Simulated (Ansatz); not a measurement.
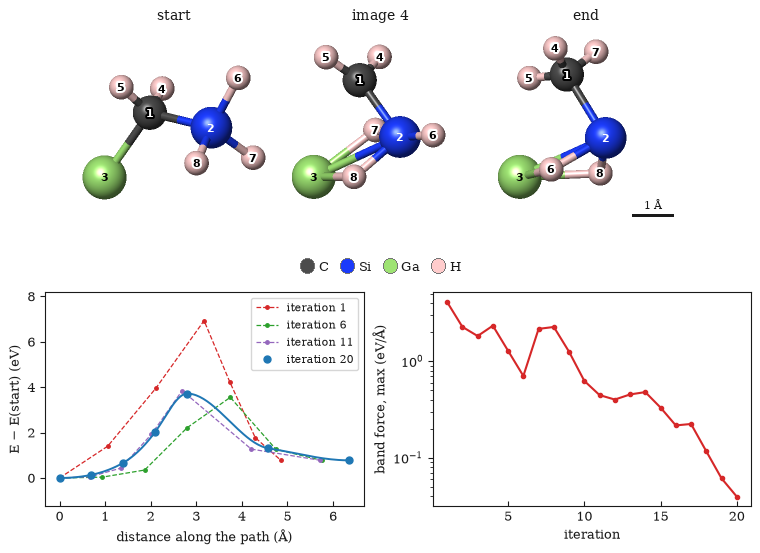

A search for the minimum-energy path of CH5GaSi by the nudged elastic band. Images are numbered from 0 (start) to 6 (end). The plot follows the band through its iterations. A ball-and-stick model, seen at a tilt.

The calculation used Ansatz 0.2.0, RKS BHLYP/def2-SVP. Settings: 5 movable images; climbing image; force threshold 0.05 eV/Å; iteration limit 60; starting path through a guess of the saddle point.

Judge this run.

The result is final at these settings. The band converged in 20 iterations. The largest component of the band force went from 4.1 to 0.04 eV/Å. The climbing image converged on the top of the path. Its vibrational analysis gives one imaginary mode (1532i cm⁻¹), as a transition state must have. The first iteration put the highest image at 6.93 eV. The highest point, image 4, lies 3.72 eV above the start and 2.94 eV above the end; the end is at +0.78 eV relative to the start.
